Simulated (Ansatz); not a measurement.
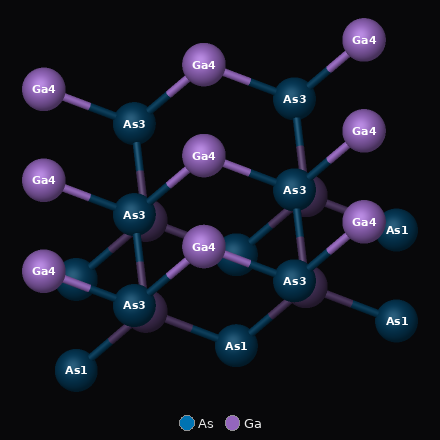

The system is Cu on a GaAs(100) slab cut from the F-43m phase, its upper half relaxed before the scan (4 atoms of substrate and one adsorbate in a 1 × 1 cell); the picture shows it without the atoms that are moved over the map. Cu is moved over the surface cell at a fixed height above a rigid substrate; the origin of the map has the adsorbate above Ga4; the height is held at 2.50 Å. Places are given modulo a cell vector. The map is drawn in real space over the plane of the surface. The scan uses an 8 × 8 grid; 25 points were computed and 39 follow by symmetry. All energies are given in eV relative to the lowest grid point. With one adsorbate in each 1 × 1 cell, its nearest image is 4.0 Å away, so neighbouring adsorbates interact. At a fixed height the lowest place need not be the adsorption site. Level of theory: Ansatz, DFT PBE+D3(BJ), scalar-relativistic, plane waves, PAW. Settings: cutoff 420 eV, k-mesh 7×7×1, gaussian smearing 0.05 eV, spin-polarised.

Range: position of Cu5 along the first surface vector from 0.000 to 0.875; position of Cu5 along the second surface vector from 0.000 to 0.875.

### What landscape does the calculation give?

The lowest grid point is at the top site over a surface Ga atom, (0/8, 0/8) of the cell vectors. No other kind of well shows on this grid. The highest grid point, a fourfold hollow over a third-layer Ga atom, (4/8, 4/8) of the cell vectors, lies 0.84 eV above the lowest. On the interpolated surface the easiest way out of the lowest well to its copy in the next cell or period passes a barrier of about 0.32 eV. At the lowest point the adsorbate has 1 Ga at 2.50 Å as nearest neighbours, at the highest 4 Ga at 3.78 Å.

```csv
"second ↓, first →",0/8,1/8,2/8,3/8,4/8,5/8,6/8,7/8
7/8,0.04,0.12,0.32,0.53,0.62,0.53,0.32,0.12
6/8,0.17,0.25,0.42,0.60,0.70,0.60,0.42,0.25
5/8,0.29,0.35,0.50,0.70,0.80,0.70,0.50,0.35
4/8,0.32,0.38,0.55,0.75,0.84,0.75,0.55,0.38
3/8,0.29,0.35,0.50,0.70,0.80,0.70,0.50,0.35
2/8,0.17,0.25,0.42,0.60,0.70,0.60,0.42,0.25
1/8,0.04,0.12,0.32,0.53,0.62,0.53,0.32,0.12
0/8,0.00,0.07,0.28,0.50,0.59,0.50,0.28,0.07
```

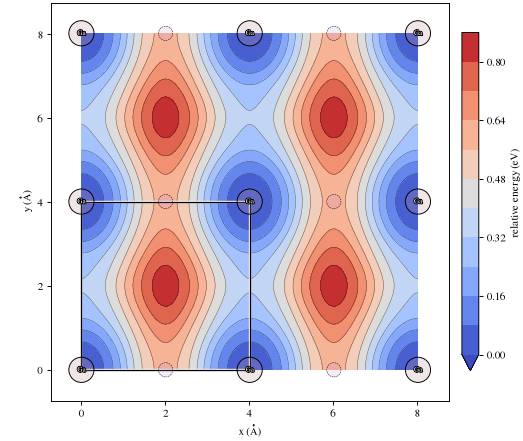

Drawn: filled contours, labelled circles for the atoms of the top layer and small ones for the second layer, the outline of one cell of the 2 × 2 shown. Between grid points the surface is interpolated.

Time for the 25 points that were run: 100 min on 1 thread of Arm Neoverse N1 (shared host).

PAW datasets: the set soft_1.
